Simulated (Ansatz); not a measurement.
System: NOSi (SMILES [O-]N=[Si]) (charge −1).

Input

```
crystal:
  periodic: [false, false, false]
  atoms:
    - symbol: N
      position_ang: [0.000000, 0.000000, -0.122066]
    - symbol: O
      position_ang: [0.000000, 0.000000, -1.359347]
    - symbol: Si
      position_ang: [0.000000, 0.000000, 1.481413]
basis:
  gaussian:
    orbitals: def2-TZVPD
total_charge: -1
hamiltonian:
  xc: {name: PBE0}
output: {forces: true, orbitals: {seedname: orbitals}}
```

Launched as:

```sh
ansatz run input.yaml --threads 1 --pin off --max-ram 2610MiB --events-out events.jsonl --progress --plain --runs-dir runs
```

Geometry: PBE0-D3(BJ)/def2-SVPD.

These are results of Ansatz, isolated molecule in a Gaussian basis; Kohn-Sham density functional theory, functional PBE0, not measurements.

Q: Predict the electron density and electron localisation function between the atoms.

A: N–O (1.24 Å): the density is about 3.3 e/Å³ at the midpoint; the ELF peaks at about 0.85 between the atoms; localised, covalent bonding.
Si–N (1.60 Å): ρ at the midpoint is about 1.1 e/Å³; the ELF peaks at about 0.80 between the atoms; a short, strongly polar bond.

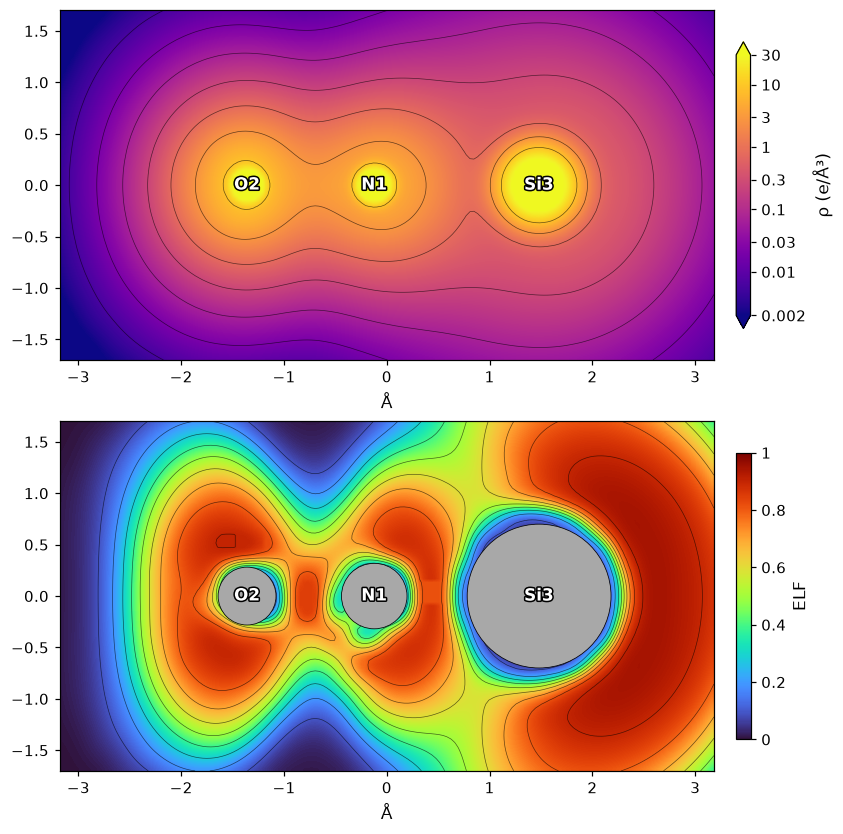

Computed electron density and electron localisation function on a plane that holds the molecular axis, in this order. Grey discs cover the atomic cores in the ELF map. 
